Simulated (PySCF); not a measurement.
SMILES C(O)CC(C)(C)C at its GFN2-xTB optimised geometry (Å):

```
21

C     -0.2271    -0.8244    -1.2649
C      0.2649    -0.1169     0.0000
C      1.7977    -0.1169     0.0000
C     -0.2278     1.3324     0.0000
C     -0.2000    -0.8583     1.2639
C     -1.7088    -0.9556     1.4707
O     -1.9238    -1.6791     2.6676
H     -1.3095    -0.7713    -1.3492
H      0.0688    -1.8708    -1.2578
H      0.2018    -0.3540    -2.1472
H      2.1809     0.3903     0.8824
H      2.1794     0.3944    -0.8810
H      2.1807    -1.1348    -0.0026
H     -1.3088     1.3795    -0.1039
H      0.2135     1.8773    -0.8318
H      0.0538     1.8324     0.9237
H      0.1919    -1.8773     1.2479
H      0.2175    -0.3652     2.1441
H     -2.1809    -1.4780     0.6276
H     -2.1517     0.0461     1.5537
H     -2.8699    -1.7504     2.8277
```

Method: PBE/def2-SVP in PySCF. Cells within 0.4 Å of a nucleus heavier than hydrogen are left out (blank, or x).

Map of the electrostatic potential (hartree/e), clipped to [-0.08, 0.12] on the plane z = 1.0 Å:

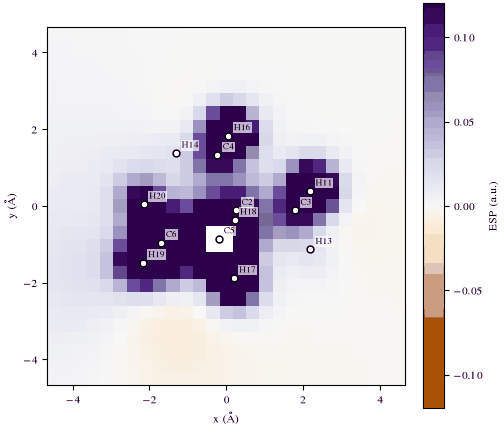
Fig. 1. Electrostatic potential (hartree/e), clipped to [-0.08, 0.12] on the plane z = 1.0 Å.
